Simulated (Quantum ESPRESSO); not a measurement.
Cost against accuracy: K_POINTS for InSb3 (Pm-3m, 4 atoms in the cell)

```xyz
4
Lattice="4.8064 0.0000 0.0000 0.0000 4.8064 0.0000 0.0000 0.0000 4.8064" Properties=species:S:1:pos:R:3 pbc="T T T"
In     0.0000     0.0000     0.0000
Sb     2.4032     0.0000     2.4032
Sb     0.0000     2.4032     2.4032
Sb     2.4032     2.4032     0.0000
```

Level of theory: PBEsol, GBRV 1.5 ultrasoft (PBESOL) pseudopotentials (plane waves; Quantum ESPRESSO 7.5).

Base settings: ecutwfc = 40 Ry; ecutrho = 200 Ry; occupations = smearing; smearing = fermi-dirac; degauss = 0.0073499 Ry; potentials = {In: in_pbesol_v1.4.uspp.F.UPF, Sb: sb_pbesol_v1.4.uspp.F.UPF}; K_POINTS = automatic 9 9 9 0 0 0; conv_thr = 1e-09 Ry.

Misses are taken against the tightest run, automatic 17 17 17 0 0 0, which need not be fully converged itself. The energy is the free energy per atom.

The count of work is k-points × plane waves × bands × iterations; it is no time, and leaves out set-up, grids and terms that scale otherwise. Core times come from one kind of shared machine and are given to one figure; runs under 30 s give none.

The starting cell comes from a database of computed structures (which also holds hypothetical and non-ambient phases and stackings), without a prior relaxation at this level. The run gives no clean gap (levels at the Fermi energy touch, overlap or are partly filled at this smearing), which alone does not show that the compound is a metal.

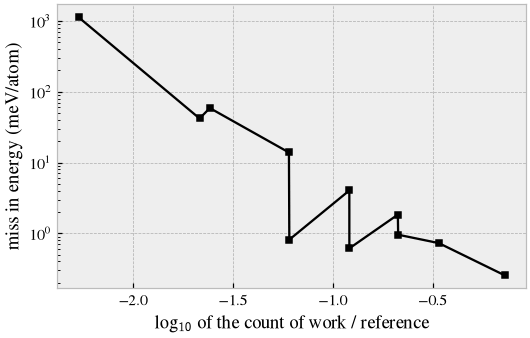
Fig. 1. Miss against the count of work; the reference run is not drawn, and misses under 0.1 meV/atom are drawn there.

```tsv
K_POINTS	energy less reference (meV/atom)	pressure less reference (GPa)	count of work / reference	core time / reference (rough)
automatic 1 1 1 0 0 0	1123.98	10.43	0.0053	–
automatic 2 2 2 0 0 0	-58.77	-2.78	0.024	–
automatic 3 3 3 0 0 0	-41.86	-0.83	0.022	–
automatic 4 4 4 0 0 0	0.81	0.22	0.061	–
automatic 5 5 5 0 0 0	13.86	0.17	0.060	–
automatic 6 6 6 0 0 0	-0.61	-0.05	0.12	0.2
automatic 7 7 7 0 0 0	4.03	0.11	0.12	–
automatic 8 8 8 0 0 0	0.95	-0.01	0.21	0.4
automatic 9 9 9 0 0 0	1.83	0.00	0.21	0.4
automatic 11 11 11 0 0 0	-0.73	-0.02	0.34	0.3
automatic 14 14 14 0 0 0	-0.25	-0.01	0.73	0.8
automatic 17 17 17 0 0 0	0.00	0.00	1.0	1
```

Coarsest setting among those run that, with all tighter ones, holds the energy within 20 meV/atom of the reference: automatic 4 4 4 0 0 0, off by 0.81 meV/atom; it needs 0.061 of the reference's count of work.

Coarsest setting among those run that, with all tighter ones, holds the energy within 2 meV/atom of the reference: automatic 8 8 8 0 0 0, off by 0.95 meV/atom; it needs 0.21 of the reference's count of work and about 0.4 of the reference's time. The coarser automatic 4 4 4 0 0 0 also lies inside, but a setting between leaves the range again, so that is luck.

Smallest miss in the energy for at most 0.1 times the reference's count of work: automatic 4 4 4 0 0 0, with a miss of 0.81 meV/atom at a count of 0.061.

The step from automatic 2 2 2 0 0 0 to automatic 4 4 4 0 0 0: it takes the miss in the energy from 59 to 0.81 meV/atom, for 2.5 times the count of work.
